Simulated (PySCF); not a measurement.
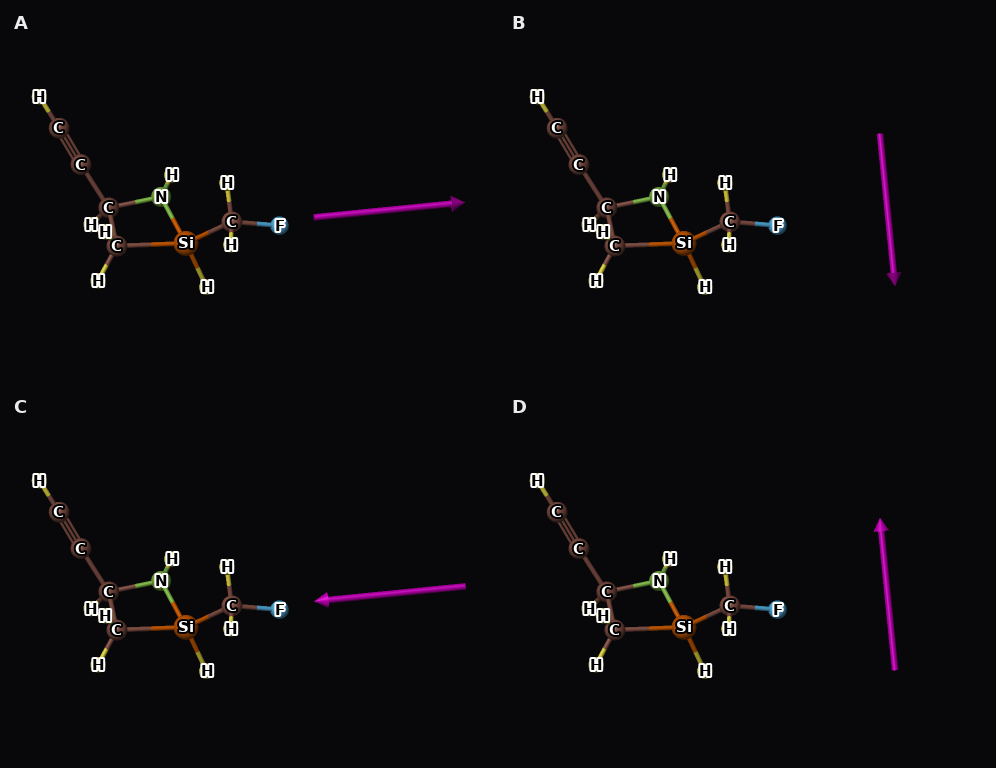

The same molecule four times, each with an arrow. Computed geometry: GFN2-xTB optimisation. No frequency run is at hand to confirm it as a minimum. Method: PBE0/pcSseg-1, gas phase (PySCF 2.14.0).

Which arrow points along the dipole moment, from the negative to the positive end?

C. The dipole moment is 1.45 D.

The geometry is semi-empirical. Around Si such bond lengths and angles can be off by a tenth of an ångström or more and by several degrees, and values that hang on the shape move with them.
